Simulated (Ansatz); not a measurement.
```xyz
9

Si   -0.1500   -0.0738    0.1282
N     0.1407   -0.1302    1.7984
H    -0.4537   -0.7011    2.3881
H     0.5279    0.6607    2.2991
O     1.2120   -0.0563   -0.7936
H     1.8675   -0.7396   -0.6198
O    -1.0156    1.2366   -0.3380
H    -0.9532    1.4910   -1.2649
F    -0.9801   -1.4259   -0.1837
```

All numbers below come from RKS CAM-B3LYP-D4/def2-SVP (Ansatz).

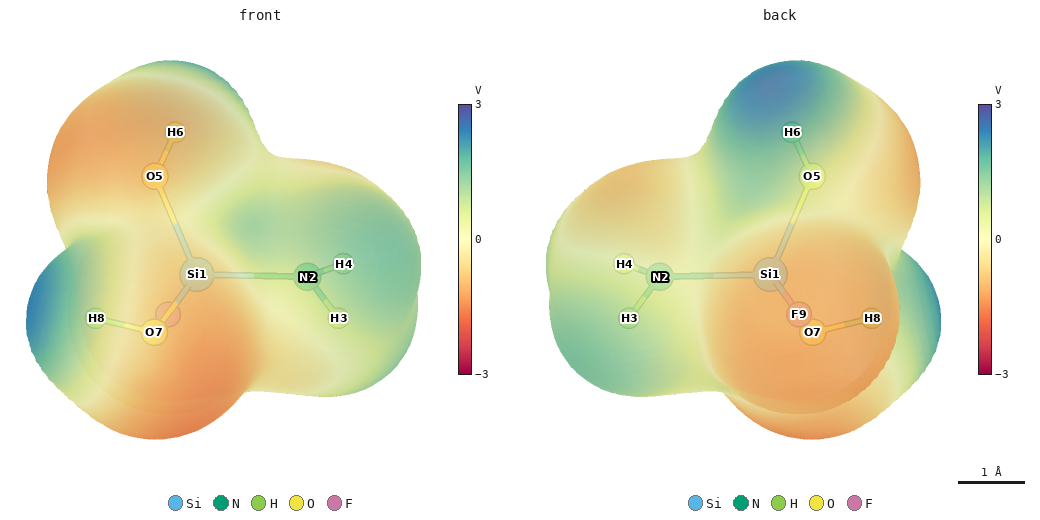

FH4NO2Si. The electrostatic potential painted on the density surface at 0.002 e/bohr³, seen from the front and from behind; the colour scale runs from red (negative) to blue (positive).

### Which sites attract a positive test charge, and which a negative one?

A positive charge is drawn to the negative regions and a negative charge to the positive ones. The most negative region (about −1.5 V, or −35 kcal/mol for a unit charge) lies over O7, the most positive (about +2.5 V, or +58 kcal/mol for a unit charge) over H6 and H8. O7 is the likeliest acceptor of a hydrogen bond.
